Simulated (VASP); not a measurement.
# Na: surface energy and work function by face

Which face of Na is cheapest, and which holds its electrons hardest?

Program: VASP 6.6.1. Level of theory: PBE; plane waves and PAW (Na). Results are calculated unless marked as measured.

### 1. Set-up

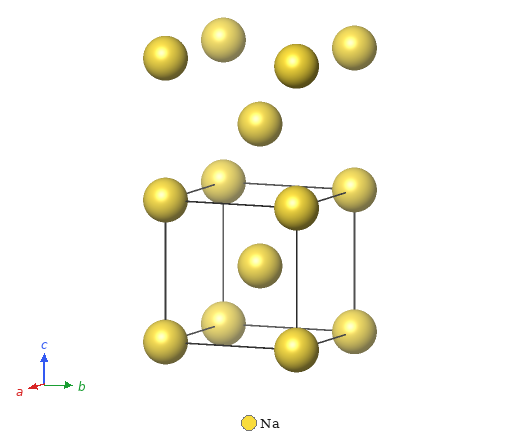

The starting structure, seen slightly off an axis (sodium yellow). 1×1×2 cells are drawn. This picture shows the conventional cell, with its axes. Some periodic images of atoms are drawn too.

### 2. The bulk reference, job relaxation, k-mesh 13×13×13

The bulk crystal is relaxed first, so that the slabs are cut at this functional's lattice.

INCAR

```
SYSTEM = Na
PREC = Accurate
ENCUT = 420
EDIFF = 1E-06
NELM = 120
ISMEAR = 1
SIGMA = 0.15
LREAL = .FALSE.
ALGO = Normal
GGA = PE
NBANDS = 6
LORBIT = 11
LWAVE = .FALSE.
LCHARG = .FALSE.
KPAR = 4
LASPH = .TRUE.
IBRION = 2
NSW = 30
ISIF = 3
EDIFFG = -0.01
POTIM = 0.4
```

POSCAR

```
Na
1.0
   -2.1150000000      2.1150000000      2.1150000000
    2.1150000000     -2.1150000000      2.1150000000
    2.1150000000      2.1150000000     -2.1150000000
Na
1
Direct
    0.0000000000      0.0000000000      0.0000000000
```

KPOINTS

```
Automatic mesh
0
Gamma
13 13 13
0 0 0
```

Potentials, in the order of the species: Na (PBE family, release 64).

Command:

```console
mpirun -np 4 vasp_std
```

Output:

```text
[banner, memory and clock lines left out]
running    4 mpi-ranks, on    1 nodes
 distrk:  each k-point on    1 cores,    4 groups
 distr:  one band on    1 cores,    1 groups

 POSCAR found type information on POSCAR Na
 POSCAR found :  1 types and       1 ions
 LDA part: xc-table for (Slater+PW92), standard interpolation
 POSCAR, INCAR and KPOINTS ok, starting setup
 FFT: planning ... GRIDC
 FFT: planning ... GRID_SOFT
 FFT: planning ... GRID
 WAVECAR not read
 entering main loop
       N       E                     dE             d eps       ncg     rms          rms(c)
DAV:   1    -0.110067904690E+01   -0.11007E+01   -0.11266E+02  1008   0.409E+01
DAV:   2    -0.130462141682E+01   -0.20394E+00   -0.18949E+00  1344   0.453E+00
DAV:   3    -0.130576769652E+01   -0.11463E-02   -0.11419E-02  1326   0.386E-01
DAV:   4    -0.130577168494E+01   -0.39884E-05   -0.39884E-05  1350   0.182E-02
DAV:   5    -0.130577170873E+01   -0.23787E-07   -0.23866E-07  1404   0.106E-03    0.206E-01
DAV:   6    -0.130576912499E+01    0.25837E-05   -0.50455E-05  1110   0.352E-02    0.138E-01
DAV:   7    -0.130556559718E+01    0.20353E-03   -0.13405E-04  1074   0.638E-02    0.809E-03
DAV:   8    -0.130556167024E+01    0.39269E-05   -0.14149E-06  1302   0.442E-03    0.182E-03
DAV:   9    -0.130556146721E+01    0.20303E-06   -0.18600E-07  1212   0.167E-03
   1 F= -.13055615E+01 E0= -.13054437E+01  d E =-.130556E+01
 curvature:   0.00 expect dE= 0.000E+00 dE for cont linesearch  0.000E+00
 trial: gam= 0.00000 g(F)=  0.429E-66 g(S)=  0.249E-03 ort = 0.000E+00 (trialstep = 0.100E+01)
 search vector abs. value=  0.249E-03
 bond charge predicted
       N       E                     dE             d eps       ncg     rms          rms(c)
DAV:   1    -0.130578546825E+01   -0.22380E-03   -0.13013E-04  1122   0.365E-02    0.220E-03
DAV:   2    -0.130578582964E+01   -0.36139E-06   -0.23306E-06  1254   0.561E-03
   2 F= -.13057858E+01 E0= -.13056685E+01  d E =-.224362E-03
 ZBRENT: can't locate minimum, use default step
 trial-energy change:   -0.000224  1 .order   -0.000224   -0.000249   -0.000200
 step:   4.0000(harm=  5.0645)  dis= 0.00000  next Energy=    -1.306192 (dE=-0.630E-03)
 bond charge predicted
       N       E                     dE             d eps       ncg     rms          rms(c)
DAV:   1    -0.130615314880E+01   -0.36768E-03   -0.11888E-03  1116   0.111E-01    0.661E-03
DAV:   2    -0.130615531263E+01   -0.21638E-05   -0.20587E-05  1254   0.167E-02    0.407E-03
DAV:   3    -0.130615598007E+01   -0.66744E-06   -0.27189E-07  1104   0.220E-03
   3 F= -.13061560E+01 E0= -.13060395E+01  d E =-.594513E-03
 curvature:  -2.36 expect dE=-0.200E-04 dE for cont linesearch -0.200E-04
 trial: gam=-0.15043 g(F)=  0.000E+00 g(S)=  0.847E-05 ort = 0.459E-04 (trialstep = 0.160E+01)
 search vector abs. value=  0.288E-06
 reached required accuracy - stopping structural energy minimisation
```

Elapsed: 4.8 s, on 4 MPI ranks of Intel Xeon Platinum 8259CL at 2.50GHz (Skylake/Cascade Lake), shared host; peak memory 0.5 GiB; 16 s of CPU time.

The logs omit lines about the potential files and the build; timing stands in the text.

Parts of OUTCAR (step 2):

```text
ion  position               nearest neighbor table
   1  0.000  0.000  0.000-

  LATTYP: Found a body centered cubic cell.
 ALAT       =     4.2300000000

 Subroutine GETGRP returns: Found 48 space group operations
 (whereof 48 operations were pure point group operations)

The static configuration has the point symmetry O_h .

 Found     84 irreducible k-points:

   k-points           NKPTS =     84   k-points in BZ     NKDIM =     84   number of bands    NBANDS=      6

   dimension x,y,z NGX =    24 NGY =   24 NGZ =   24
   dimension x,y,z NGXF=    48 NGYF=   48 NGZF=   48

   ENCUT  =  420.0 eV  30.87 Ry    5.56 a.u.   6.12  6.12  6.12*2*pi/ulx,y,z

   NELECT =       1.0000    total number of electrons

 k-points in reciprocal lattice and weights: Automatic mesh
   0.00000000  0.00000000  0.00000000       0.000
   0.07692308  0.00000000  0.00000000       0.005
   0.15384615  0.00000000  0.00000000       0.005
   0.23076923  0.00000000  0.00000000       0.005
   0.30769231  0.00000000  0.00000000       0.005
   0.38461538  0.00000000  0.00000000       0.005
   0.46153846  0.00000000  0.00000000       0.005
   0.07692308  0.07692308  0.00000000       0.011
   0.15384615  0.07692308  0.00000000       0.022
[...]
-0.46153846 -0.46153846  0.38461538       0.004
  -0.46153846  0.46153846  0.46153846       0.003

 average (electrostatic) potential at core
       1 -43.8794

 E-fermi :   0.6091

 k-point     1 :       0.0000    0.0000    0.0000
  band No.  band energies     occupation
      1      -2.6988      2.00000
      2      12.3191      0.00000
      3      12.3191      0.00000
      4      12.3191      0.00000
      5      13.3190      0.00000
      6      13.3190      0.00000

 k-point     2 :       0.0769    0.0000    0.0000
  band No.  band energies     occupation
      1      -2.5953      2.00000
      2      10.9361      0.00000
      3      11.6742      0.00000
      4      11.8052      0.00000
      5      12.4216      0.00000
      6      12.7328      0.00000

 k-point     3 :       0.1538    0.0000    0.0000
  band No.  band energies     occupation
      1      -2.2855      2.00000
      2       8.9373      0.00000
      3      10.7663      0.00000
      4      11.0949      0.00000
      5      11.5403      0.00000
      6      12.3211      0.00000

  Total       -0.0085525     -0.0085525     -0.0085525      0.0000000      0.0000000      0.0000000
  in kB       -0.3699753     -0.3699753     -0.3699753      0.0000000      0.0000000      0.0000000
  external PRESSURE =      -0.3699753 kB  Pullay stress =       0.0000000 kB

  energy-cutoff  :      420.00
  volume of cell :       37.04
      direct lattice vectors                 reciprocal lattice vectors
    -2.099860441  2.099860441  2.099860441     0.000000000  0.238111062  0.238111062
     2.099860441 -2.099860441  2.099860441     0.238111062  0.000000000  0.238111062
     2.099860441  2.099860441 -2.099860441     0.238111062  0.238111062  0.000000000

 POSITION                                       TOTAL-FORCE (eV/Angst)
 -----------------------------------------------------------------------------------
      0.00000      0.00000      0.00000         0.000000      0.000000      0.000000
 -----------------------------------------------------------------------------------
    total drift:                                0.000000      0.000000      0.000000

  FREE ENERGIE OF THE ION-ELECTRON SYSTEM (eV)
  ---------------------------------------------------
  free  energy   TOTEN  =        -1.3061559801 eV

  energy  without entropy=       -1.3058066274  energy(sigma->0) =       -1.30603953

 reached required accuracy - stopping structural energy minimisation

 total charge
# of ion       s       p       d       tot
------------------------------------------
    1        0.098   0.026   0.000   0.123

[... 3 further parts left out ...]
```

CONTCAR:

```
Na
   1.00000000000000
    -2.0998604412556108    2.0998604412556108    2.0998604412556108
     2.0998604412556108   -2.0998604412556108    2.0998604412556108
     2.0998604412556108    2.0998604412556108   -2.0998604412556108
  Na
     1
Direct
     0.0000000000000000    0.0000000000000000    0.0000000000000000
```

This run has no spin polarisation. Its electron count is odd, so without a moment it is a metal by construction. The data set Na keeps the semicore shell frozen, which is cheaper and a little less accurate. The run keeps the 48 symmetry operations of its start, so it cannot find a distortion of lower symmetry.

Step by step:

```
step  energy less that of the first step (eV)  largest force (eV/Å)  pressure (GPa)  volume (Å³)
   1                                   0.0000                0.0000           -0.20        37.84
   2                                  -0.0002                0.0000           -0.16        37.64
   3                                  -0.0006                0.0000           -0.04        37.04
```

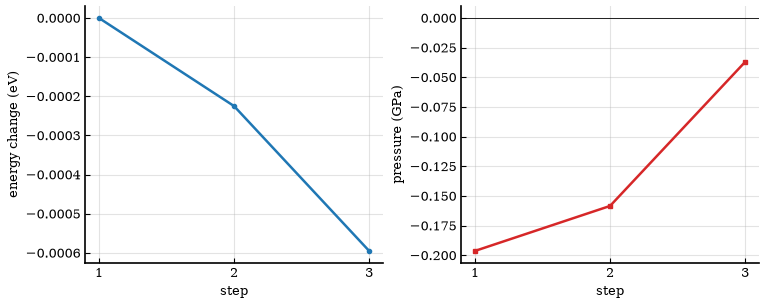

Energy and pressure along the relaxation.

```
conventional cell, symmetrised  before  after  change
                         a (Å)   4.230  4.200  -0.7 %
                         b (Å)   4.230  4.200  -0.7 %
                         c (Å)   4.230  4.200  -0.7 %
              volume (Å³/atom)   37.84  37.04  -2.1 %
```

Final coordinates:

```
Na
1.0
    -2.09986    2.09986    2.09986
     2.09986   -2.09986    2.09986
     2.09986    2.09986   -2.09986
Na
1
Direct
  0.00000 0.00000 0.00000
```

This step gave:

```yaml
electronic_cycles: 14
electrons: 1
free_energy_toten: -1.306 eV
energy_at_zero_smearing: -1.306 eV
fermi_energy: 0.6091 eV
metallic: yes
```

The run ended after 3 ionic steps, 0.001 eV below its first step, once forces and stress met EDIFFG = -0.01.

Energy at zero smearing: -1.30604 eV.

### 3. The bulk reference, job self-consistent run, k-mesh 16×16×16

INCAR

```
SYSTEM = Na
PREC = Normal
ENCUT = 320
EDIFF = 1E-06
NELM = 120
ISMEAR = 1
SIGMA = 0.15
LREAL = .FALSE.
ALGO = Fast
GGA = PE
NBANDS = 6
LORBIT = 11
LWAVE = .FALSE.
LCHARG = .FALSE.
KPAR = 4
LASPH = .TRUE.
```

POSCAR

```
Na
1.0
   -2.0998604413      2.0998604413      2.0998604413
    2.0998604413     -2.0998604413      2.0998604413
    2.0998604413      2.0998604413     -2.0998604413
Na
1
Direct
    0.0000000000      0.0000000000      0.0000000000
```

KPOINTS

```
Automatic mesh
0
Gamma
16 16 16
0 0 0
```

Command:

```console
mpirun -np 4 vasp_std
```

Output:

```text
[... set-up lines as in an earlier step ...]
 entering main loop
       N       E                     dE             d eps       ncg     rms          rms(c)
DAV:   1    -0.110844627637E+01   -0.11084E+01   -0.91849E+01  1740   0.297E+01
DAV:   2    -0.130677667120E+01   -0.19833E+00   -0.18618E+00  2370   0.443E+00
DAV:   3    -0.130798182436E+01   -0.12052E-02   -0.12041E-02  2166   0.382E-01
DAV:   4    -0.130798989948E+01   -0.80751E-05   -0.80751E-05  2436   0.212E-02
DAV:   5    -0.130798991250E+01   -0.13020E-07   -0.13042E-07  2196   0.743E-04    0.207E-01
RMM:   6    -0.130793746741E+01    0.52445E-04   -0.39670E-05  1745   0.307E-02    0.139E-01
RMM:   7    -0.130770577697E+01    0.23169E-03   -0.10720E-04  1774   0.557E-02    0.786E-03
RMM:   8    -0.130770105039E+01    0.47266E-05   -0.87197E-07  1802   0.397E-03    0.190E-03
RMM:   9    -0.130770070476E+01    0.34563E-06   -0.48246E-07  1875   0.315E-03
   1 F= -.13077007E+01 E0= -.13076606E+01  d E =-.120199E-03
```

Elapsed: 2.4 s, on 4 MPI ranks; peak memory 0.43 GiB.

Parts of OUTCAR (step 3):

```text
  LATTYP: Found a body centered cubic cell.
 ALAT       =     4.1997208826

The static configuration has the point symmetry O_h .

 Found    145 irreducible k-points:

   k-points           NKPTS =    145   k-points in BZ     NKDIM =    145   number of bands    NBANDS=      6

   dimension x,y,z NGX =    16 NGY =   16 NGZ =   16
   dimension x,y,z NGXF=    32 NGYF=   32 NGZF=   32

   ENCUT  =  320.0 eV  23.52 Ry    4.85 a.u.   5.30  5.30  5.30*2*pi/ulx,y,z

   NELECT =       1.0000    total number of electrons

 E-fermi :   0.5765

 k-point     1 :       0.0000    0.0000    0.0000
  band No.  band energies     occupation
      1      -2.6990      2.00000
      2      12.3188      0.00000
      3      12.3188      0.00000
      4      12.3188      0.00000
      5      13.3189      0.00000
      6      13.3189      0.00000

 k-point     2 :       0.0625    0.0000    0.0000
  band No.  band energies     occupation
      1      -2.6306      2.00000
      2      11.3048      0.00000
      3      11.8450      0.00000
      4      11.9401      0.00000
      5      12.6044      0.00000
      6      12.8065      0.00000

  Total       -0.0094419     -0.0094419     -0.0094419     -0.0000000      0.0000000     -0.0000000
  in kB       -0.4084482     -0.4084482     -0.4084482     -0.0000000      0.0000000     -0.0000000
  external PRESSURE =      -0.4084482 kB  Pullay stress =       0.0000000 kB

  energy-cutoff  :      320.00
  volume of cell :       37.04
      direct lattice vectors                 reciprocal lattice vectors
    -2.099860441  2.099860441  2.099860441     0.000000000  0.238111062  0.238111062
     2.099860441 -2.099860441  2.099860441     0.238111062  0.000000000  0.238111062
     2.099860441  2.099860441 -2.099860441     0.238111062  0.238111062  0.000000000

  FREE ENERGIE OF THE ION-ELECTRON SYSTEM (eV)
  ---------------------------------------------------
  free  energy   TOTEN  =        -1.3077007048 eV

  energy  without entropy=       -1.3075805060  energy(sigma->0) =       -1.30766064

[... 4 parts as in an earlier step ...]

[... 6 further parts left out ...]
```

Numbers from this step:

```
electronic cycles   : 9
free energy (TOTEN) : -1.308 eV
Fermi energy        : 0.5765 eV
```

Energy at zero smearing: -1.30766 eV.

The run ends at a pressure of -0.04 GPa.

(Continued in part 2 of 4.)

[Lines on the potential files, build, host, timing and source positions are cut from VASP's logs without a mark.]

[Logs are printed without paths, hosts, clocks, repeated set-up lines and the standing remarks that a program may print on its own settings, such as how far it seeks lower states.]

[Hosts, paths, dates, database ids (printed as entryN), source tags and the programs' standing remarks are cut or masked in the printed files.]

[Runs that stopped without an error message from VASP are left out.]
